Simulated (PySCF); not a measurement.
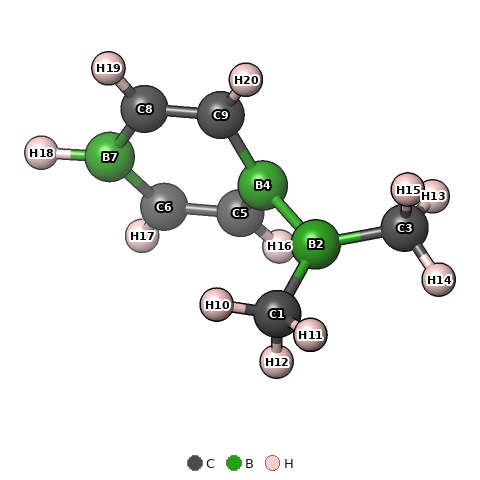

Geometry used (C₆H₁₁B₃, SMILES CB(C)B1C=CBC=C1).

GIAO shifts, mPW1PW91/pcSseg-1 in PySCF, at a PBE0-D3(BJ)/def2-SVP geometry (no frequency check), against BF₃.OEt₂ for ¹¹B computed at the same level. Gas phase, fully decoupled, line heights follow the number of nuclei, widths are arbitrary (no quadrupolar broadening); values of one conformer, averaged over nuclei that symmetry or rotation about single bonds exchange, these motions taken as fast; other conformers aren't averaged in.

Question: How many ¹¹B lines appear, and where?

Answer: 3 signals.


| δ (ppm) | nuclei | atoms |
| --- | --- | --- |
| 102.0 | 1 | B2 |
| 87.4 | 1 | B4 |
| 54.8 | 1 | B7 |

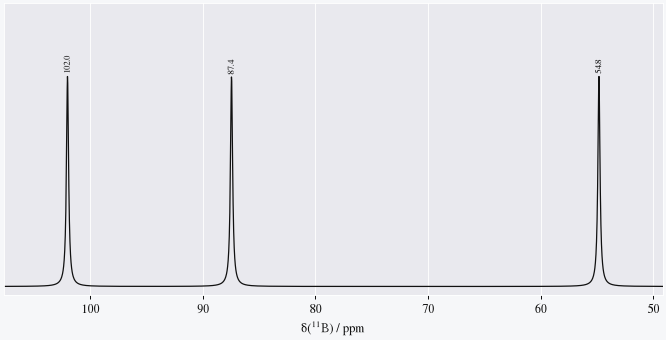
